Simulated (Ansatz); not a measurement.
# CH$_{3}$AlFNO: what the fields show

```yaml
atoms:
  - { symbol: N, position_ang: [0.4077, -0.3524, 0.7998] }
  - { symbol: C, position_ang: [-0.1124, 0.8290, 0.6685] }
  - { symbol: F, position_ang: [-0.1559, 1.7028, 1.6439] }
  - { symbol: O, position_ang: [-0.5919, 1.1335, -0.4532] }
  - { symbol: Al, position_ang: [-0.0767, -0.6242, -1.0703] }
  - { symbol: H, position_ang: [0.8041, -0.6414, 1.6779] }
  - { symbol: H, position_ang: [1.1539, -0.5482, -2.0570] }
  - { symbol: H, position_ang: [-1.3366, -1.5561, -1.2656] }
```

Geometry: PBE0-D4/def2-TZVP.

The calculation used RKS PBE0-D4/def2-TZVPP in Ansatz.

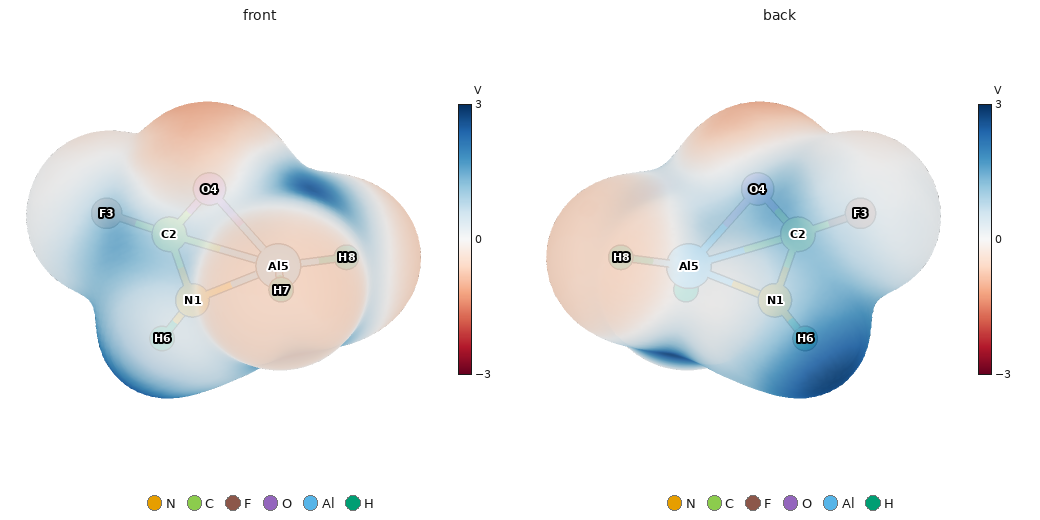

Figure 1. The electrostatic potential painted on the density surface at 0.002 e/bohr³, seen from the front and from behind; red is negative and blue positive.

Which sites attract a positive test charge, and which a negative one?

Answer. A positive charge is drawn to the negative regions and a negative charge to the positive ones. The most negative region (about −1.0 V, or −23 kcal/mol for a unit charge) lies over O4, the most positive (about +2.7 V, or +62 kcal/mol for a unit charge) over Al5 and H6. O4 is the likeliest acceptor of a hydrogen bond.

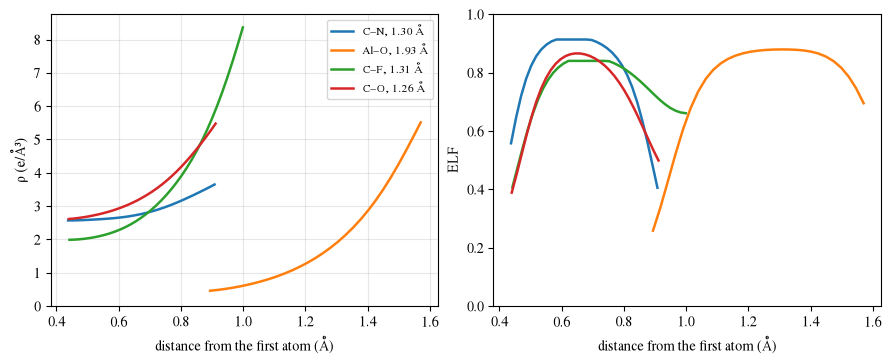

Figure 2. Total electron density and ELF along straight lines between neighbouring atoms. The curves leave out the atomic cores.

Compare the contacts.

Answer. C–N (1.30 Å): the density is about 2.7 e/Å³ at the midpoint; the ELF peaks at about 0.90 between the atoms, as expected for a covalent bond.
Al–O (1.93 Å): the density is about 0.55 e/Å³ at the midpoint; the ELF peaks at about 0.90 in the valence shell of O, 0.6 Å from its nucleus, and is about 0.50 at the midpoint.
C–F (1.31 Å): ρ at the midpoint is about 2.5 e/Å³; the ELF peaks at about 0.85 between the atoms, as expected for a polar covalent bond.
C–O (1.26 Å): the density is about 3 e/Å³ at the midpoint; the ELF peaks at about 0.85 between the atoms (a short, strongly polar bond).

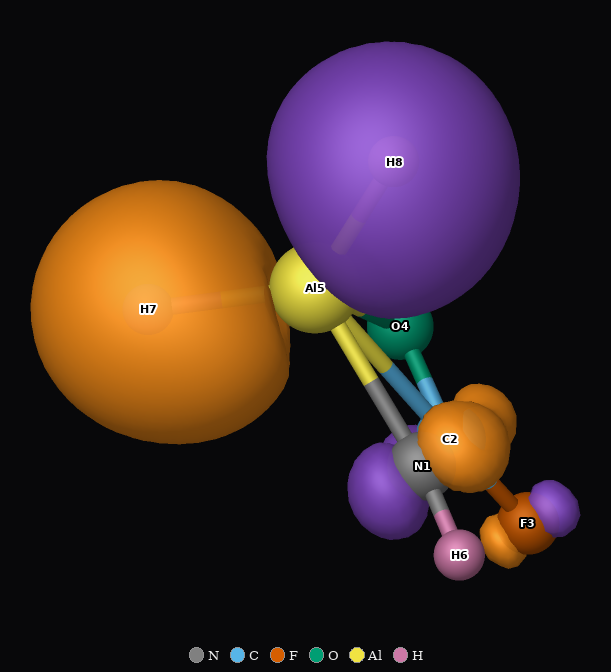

Figure 3. The HOMO at ±0.1 Å⁻³ᐟ² (orange and purple are the two phases), seen at an oblique angle.

Describe this orbital and give its energy.

Answer. By Hirshfeld shares it lies mainly on Al5 (about 35 %), H7 (about 30 %) and H8 (about 30 %). Its energy is −8.21 eV.
